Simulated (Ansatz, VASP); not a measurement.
# Cross-check of ZnSe (Stilleite) between VASP and Ansatz, part 2 of 2

Wanted: the spread between two codes on one cell, functional and k mesh.

VASP 6.6.1 and Ansatz 0.2.0.

So far: Starting point; Ansatz: band structure, PBE, spin-orbit coupling; VASP: band structure, PBE, spin-orbit coupling.

### 3. VASP: band structure, PBE, spin-orbit coupling (continued)

Level of this step: PBE, spin-orbit coupling; plane waves and PAW (Zn_GW, Se_GW) (VASP).

Numbers of over 12 decimals in the logs are rounded to 6 here.

Parts of OUTCAR (step 3):

```text
ion  position               nearest neighbor table
   1  0.000  0.000  0.000-   2 2.45   2 2.45   2 2.45   2 2.45
   2  0.250  0.250  0.250-   1 2.45   1 2.45   1 2.45   1 2.45

  LATTYP: Found a face centered cubic cell.
 ALAT       =     5.6676000000

 Subroutine GETGRP returns: Found 24 space group operations
 (whereof 24 operations were pure point group operations)

The static configuration has the point symmetry T_d .

 Found     10 irreducible k-points:

   k-points           NKPTS =     10   k-points in BZ     NKDIM =     10   number of bands    NBANDS=     30

   dimension x,y,z NGX =    24 NGY =   24 NGZ =   24
   dimension x,y,z NGXF=    48 NGYF=   48 NGZF=   48

   ENCUT  =  350.0 eV  25.72 Ry    5.07 a.u.   6.11  6.11  6.11*2*pi/ulx,y,z

   NELECT =      18.0000    total number of electrons

 k-points in reciprocal lattice and weights: Automatic mesh
   0.00000000  0.00000000  0.00000000       0.016
   0.25000000  0.00000000  0.00000000       0.062
  -0.25000000  0.00000000  0.00000000       0.062
   0.50000000  0.00000000  0.00000000       0.062
   0.25000000  0.25000000  0.00000000       0.094
   0.50000000  0.25000000  0.00000000       0.188
   0.50000000 -0.25000000  0.00000000       0.188
  -0.25000000  0.25000000  0.00000000       0.188
   0.50000000  0.50000000  0.00000000       0.047
  -0.25000000  0.50000000  0.25000000       0.094

 average (electrostatic) potential at core
       1 -65.3347       2 -54.8673

 E-fermi :   2.9104

 k-point     1 :       0.0000    0.0000    0.0000
  band No.  band energies     occupation
    ...
     14       2.4234      1.00000
     15       2.8007      1.00000
     16       2.8007      1.00000
     17       2.8007      1.00000
     18       2.8007      1.00000
     19       3.9427      0.00000
     20       3.9427      0.00000
     21       8.3542      0.00000
     22       8.3542      0.00000
     23       8.5029      0.00000
    ...

 k-point     2 :       0.2500    0.0000    0.0000
  band No.  band energies     occupation
    ...
     14      -0.3844      1.00000
     15       2.0800      1.00000
     16       2.0800      1.00000
     17       2.3066      1.00000
     18       2.3202      1.00000
     19       5.4024      0.00000
     20       5.4024      0.00000
     21       9.0369      0.00000
     22       9.0369      0.00000
     23       9.1330      0.00000
    ...

 k-point     3 :      -0.2500    0.0000    0.0000
  band No.  band energies     occupation
    ...
     14      -0.3844      1.00000
     15       2.0800      1.00000
     16       2.0800      1.00000
     17       2.3066      1.00000
     18       2.3202      1.00000
     19       5.4024      0.00000
     20       5.4024      0.00000
     21       9.0369      0.00000
     22       9.0369      0.00000
     23       9.1330      0.00000
    ...

  Total        0.6897409      0.6897409      0.6897409      0.0000000     -0.0000000     -0.0000000
  in kB       24.2805765     24.2805765     24.2805765      0.0000000     -0.0000000     -0.0000000
  external PRESSURE =      24.2805765 kB  Pullay stress =       0.0000000 kB

  energy-cutoff  :      350.00
  volume of cell :       45.51
      direct lattice vectors                 reciprocal lattice vectors
     0.000000000  2.833800000  2.833800000    -0.176441527  0.176441527  0.176441527
     2.833800000  0.000000000  2.833800000     0.176441527 -0.176441527  0.176441527
     2.833800000  2.833800000  0.000000000     0.176441527  0.176441527 -0.176441527

 POSITION                                       TOTAL-FORCE (eV/Angst)
 -----------------------------------------------------------------------------------
      0.00000      0.00000      0.00000        -0.000000     -0.000000      0.000000
      1.41690      1.41690      1.41690         0.000000      0.000000     -0.000000
 -----------------------------------------------------------------------------------
    total drift:                               -0.000001     -0.000001     -0.000001

  FREE ENERGIE OF THE ION-ELECTRON SYSTEM (eV)
  ---------------------------------------------------
  free  energy   TOTEN  =        -5.9848007458 eV

  energy  without entropy=       -5.9848007458  energy(sigma->0) =       -5.98480075

 Spin-Orbit-Coupling matrix elements
 Ion:    1  E_soc:     -0.0129031
 Ion:    2  E_soc:     -0.0429415

 total charge
# of ion       s       p       d       tot
------------------------------------------
    1        0.507   0.438   9.763  10.708
    2        1.417   2.401   0.029   3.847
--------------------------------------------------
tot          1.924   2.839   9.792  14.555

 magnetization (x)
# of ion       s       p       d       tot
------------------------------------------
    1        0.000  -0.000  -0.000   0.000
    2        0.000   0.000   0.000   0.000
--------------------------------------------------
tot          0.000   0.000  -0.000   0.000

 magnetization (y)
# of ion       s       p       d       tot
------------------------------------------
    1        0.000  -0.000   0.000  -0.000
    2        0.000   0.000  -0.000   0.000
--------------------------------------------------
tot          0.000   0.000   0.000   0.000

 magnetization (z)
# of ion       s       p       d       tot
------------------------------------------
    1        0.000  -0.000   0.000   0.000
    2       -0.000   0.000  -0.000   0.000
--------------------------------------------------
tot          0.000  -0.000   0.000   0.000

[... 3 further parts left out ...]
```

The run ends at a pressure of 2.43 GPa.

### 4. Comparison

Known differences besides the PAW data sets themselves: spin-orbit coupling enters by fully relativistic files in Ansatz and inside the spheres in VASP; the data sets hold 28 valence electrons in Ansatz (fully relativistic PAW (standard-fr) files) and 18 in VASP; the cutoff is 420 eV in Ansatz and 350 eV in VASP. Total energies have different zeros and are not compared.

Compared:

```
                     quantity  Ansatz   VASP  difference
gap over the path points (eV)   1.151  1.142      +0.009
```

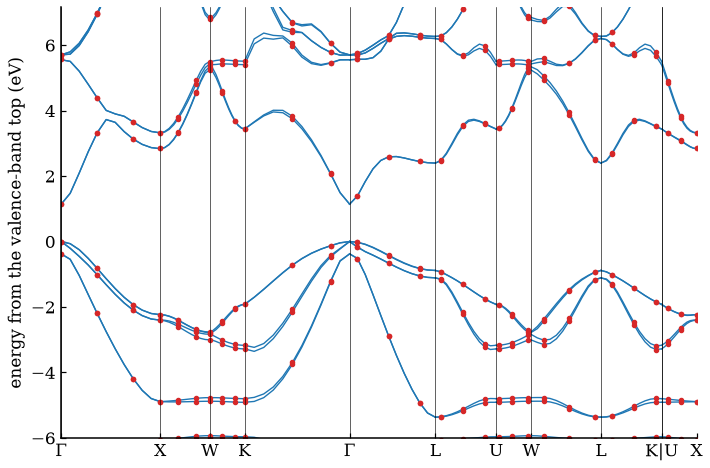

Bands from VASP (lines) and levels from Ansatz (dots). Dots without a line are higher empty bands that the VASP plot leaves out.

Levels at points of the path, from each program's valence-band top (eV; 8 filled, then empty):

```
k (reciprocal lattice)                                                                           Ansatz                                                                             VASP
     0.000 0.000 0.000        -6.27 -6.27 -0.38 -0.38 0.00 0.00 0.00 0.00 1.15 1.15 5.56 5.56 5.71 5.71        -6.27 -6.27 -0.38 -0.38 0.00 0.00 0.00 0.00 1.14 1.14 5.55 5.55 5.70 5.70
     0.182 0.000 0.182    -6.24 -6.24 -2.20 -2.20 -1.02 -1.02 -0.82 -0.82 3.33 3.33 4.40 4.40 6.95 6.95    -6.24 -6.24 -2.20 -2.20 -1.01 -1.01 -0.82 -0.82 3.32 3.32 4.39 4.39 6.94 6.94
     0.364 0.000 0.364    -6.17 -6.17 -4.19 -4.19 -2.10 -2.10 -1.93 -1.93 3.14 3.14 3.66 3.66 9.19 9.19    -6.17 -6.17 -4.19 -4.19 -2.10 -2.10 -1.93 -1.93 3.13 3.13 3.65 3.65 9.18 9.18
     0.500 0.000 0.500  -6.05 -6.05 -4.89 -4.89 -2.40 -2.40 -2.23 -2.23 2.84 2.84 3.32 3.32 10.56 10.56  -6.05 -6.05 -4.89 -4.89 -2.40 -2.40 -2.23 -2.23 2.84 2.84 3.32 3.32 10.55 10.55
     0.500 0.091 0.591    -6.05 -6.01 -4.90 -4.85 -2.60 -2.52 -2.41 -2.40 3.33 3.34 3.75 3.81 9.64 9.73    -6.05 -6.01 -4.90 -4.85 -2.60 -2.52 -2.41 -2.40 3.32 3.34 3.75 3.81 9.63 9.73
     0.500 0.182 0.682    -6.02 -5.95 -4.89 -4.79 -2.91 -2.76 -2.69 -2.68 4.54 4.57 4.81 4.92 7.77 7.82    -6.02 -5.95 -4.89 -4.79 -2.91 -2.76 -2.69 -2.68 4.54 4.57 4.81 4.92 7.76 7.81
     0.500 0.250 0.750    -6.01 -5.93 -4.88 -4.77 -3.01 -2.83 -2.78 -2.76 5.25 5.34 5.43 5.50 6.79 6.86    -6.01 -5.93 -4.88 -4.77 -3.00 -2.83 -2.78 -2.77 5.24 5.34 5.42 5.50 6.77 6.85
     0.455 0.295 0.750    -6.02 -5.95 -4.89 -4.78 -3.13 -3.01 -2.49 -2.44 4.53 4.59 5.43 5.55 7.33 7.38    -6.02 -5.94 -4.89 -4.78 -3.13 -3.01 -2.49 -2.44 4.53 4.59 5.43 5.55 7.32 7.37
     0.409 0.341 0.750    -6.03 -5.96 -4.91 -4.79 -3.25 -3.14 -2.06 -2.04 3.67 3.69 5.42 5.52 8.34 8.40    -6.03 -5.96 -4.91 -4.79 -3.25 -3.14 -2.06 -2.04 3.67 3.69 5.41 5.52 8.33 8.39
     0.375 0.375 0.750    -6.03 -5.96 -4.91 -4.80 -3.28 -3.17 -1.92 -1.92 3.44 3.45 5.41 5.51 8.90 8.90    -6.03 -5.96 -4.91 -4.80 -3.28 -3.17 -1.92 -1.92 3.44 3.44 5.41 5.51 8.89 8.89
```

Among the levels compared (up to four filled and three empty ones at each point), filled levels agree within 5 meV and empty ones within 14 meV.

### 5. Summary of results

| Quantity | Value |
| --- | --- |
| difference in gap over the path points (band structure, PBE, spin-orbit coupling) | 0.0089 eV |

In words: The difference in gap over the path points is 0.0089 eV (band structure, PBE, spin-orbit coupling), within the 0.08 eV picked in this series as the mark of a large difference. 1 further run on this material is not shown. Differences of this kind measure data sets and numerical settings, not the functional's error against experiment.

[Lines on the potential files, build, host, timing and source positions are cut from VASP's logs without a mark.]

[Logs are printed without paths, hosts, clocks, repeated set-up lines and the standing remarks that a program may print on its own settings, such as how far it seeks lower states.]

[Hosts, paths, dates, database ids (printed as entryN), source tags and the programs' standing remarks are cut or masked in the printed files.]
